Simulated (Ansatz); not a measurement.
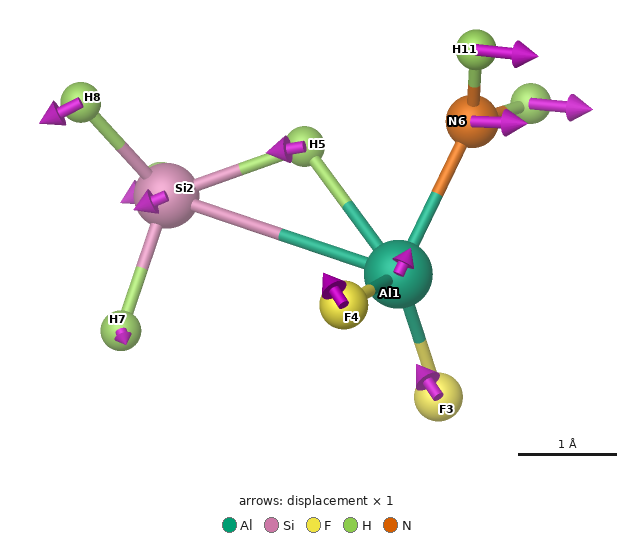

This is a relaxation of AlSiNH6F2 (started from a transition state, displaced along its imaginary mode). The starting structure is drawn; purple arrows show the displacements, at their true length. The two geometries are superimposed by the best rigid fit.

Style: ball-and-stick. Shown at a tilt.

All numbers below come from RKS PBE0-D4/def2-TZVP (Ansatz 0.2.0).

Input file:
```yaml
crystal:
  periodic: [false, false, false]
  atoms:
    - {symbol: Al, position_ang: [-0.900414, -0.896507, -0.030209]}
    - {symbol: Si, position_ang: [0.326630, 1.577824, -0.441284]}
    - {symbol: F, position_ang: [-1.186853, -1.335003, -1.601387]}
    - {symbol: F, position_ang: [-2.168664, -0.424100, 0.926875]}
    - {symbol: H, position_ang: [0.581116, 0.177486, 0.163780]}
    - {symbol: N, position_ang: [0.535630, -1.552233, 0.765656]}
    - {symbol: H, position_ang: [-0.988052, 1.950528, -1.072814]}
    - {symbol: H, position_ang: [0.545360, 2.479643, 0.702314]}
    - {symbol: H, position_ang: [1.374190, 1.709231, -1.465415]}
    - {symbol: H, position_ang: [1.228161, -2.106301, 0.287102]}
    - {symbol: H, position_ang: [0.652897, -1.580568, 1.765282]}
basis:
  gaussian: {orbitals: def2-TZVP}
hamiltonian: {xc: pbe0, dispersion: d4}
relax: {f_tol: 0.005, max_steps: 200}
```

Command:
```bash
ansatz run in.yaml --threads 8 --pin off --events-out ev --progress --plain --max-ram 19148MiB
```

### Describe the change and its energy.

The largest moves after the best rigid fit, 0.70 Å, are those of H10 and H11. Largest moves by element: H 0.70 Å, N 0.62 Å, F 0.46 Å, Si 0.38 Å, Al 0.31 Å. Near-neighbour distances that change, for instance: Al1–Si2 2.792 → 3.134 Å, Al1–H5 1.840 → 2.013 Å, Si2–H5 1.547 → 1.511 Å, Si2–H7 1.505 → 1.476 Å. Among the angles between lasting bonds that change: H5–Si2–H7 122.1° → 109.9°, H7–Si2–H8 107.7° → 112.1°, H5–Si2–H8 103.1° → 105.3°. Over 10 accepted moves (11 points after the start) the energy falls by 17.1 kcal/mol. The largest force component goes from 1.1 to 0.0043 eV/Å. The line search rejected the trial step at point 3 of the run. The run took 29 s on 8 threads of Arm Neoverse V1, on a shared host.
